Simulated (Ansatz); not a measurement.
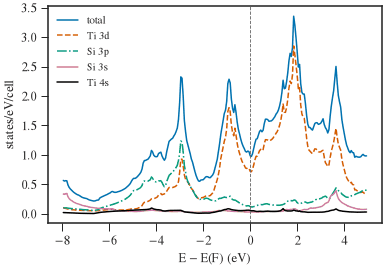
Figure. Total and projected density of states of TiSi in space group Cmmm (No. 65; Ti on 2b, Si on 2d), PBEsol (plane waves, PAW; program Ansatz)

Question: Which orbitals carry the states next to the Fermi level?

Answer: Within 0.5 eV of the Fermi level: Ti 3d 75 %, Si 3p 12 %, outside the projected shells 6 %. Projections are on Löwdin-orthogonalised atomic valence shells; empty p or d shells of many metals are not among them.

Question: Where is the tallest occupied peak in this window, and what makes it?

Answer: Near -2.9 eV, about 2.3 states/eV per cell; the largest projected share is Si 3p.

The first step of the workflow began from a Materials Project structure, measured or hypothetical; the Crystallography Open Database copy checked does not list it. COD files the formula under space group No. 25, so this cell is another polymorph or a model. Its standing as an ambient phase is unchecked. The PBEsol relaxation kept the symmetry of its start; of distortions, only those at the zone centre were tested. No spin polarisation was allowed.

Potentials: the later of the program's two PAW sets.
